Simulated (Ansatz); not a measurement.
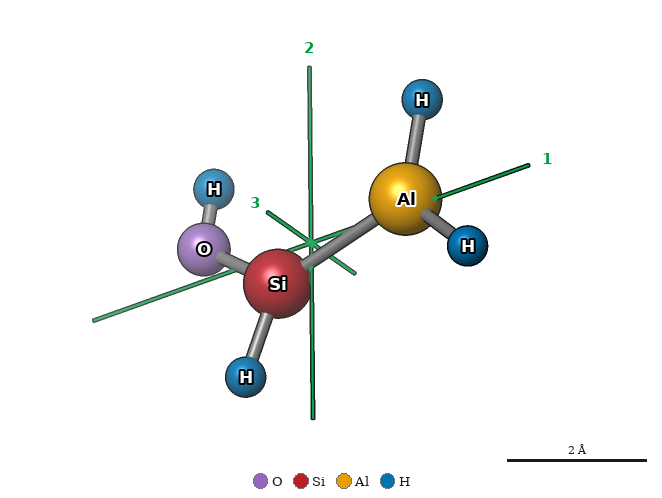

The three principal axes of inertia are drawn and numbered. Distant atoms are faded towards the background colour. Charge 0, doublet. The computed structure is the end point of a PBE0-D4/def2-TZVP optimisation. No frequency run is at hand to confirm it as a minimum. Masses are those of the most abundant isotopes; constants are for the rigid equilibrium geometry.

**Which line is the a axis (least moment of inertia), which b and which c?**

a is line 1, b is line 2, c is line 3; the moments are 21.4, 159, 180 u Å².

**Classify the rotor and give the rotational constants (MHz).**

An asymmetric top (Cs): A = 23665, B = 3187, C = 2809 MHz. Ray's parameter κ is −0.96, close to the prolate limit.
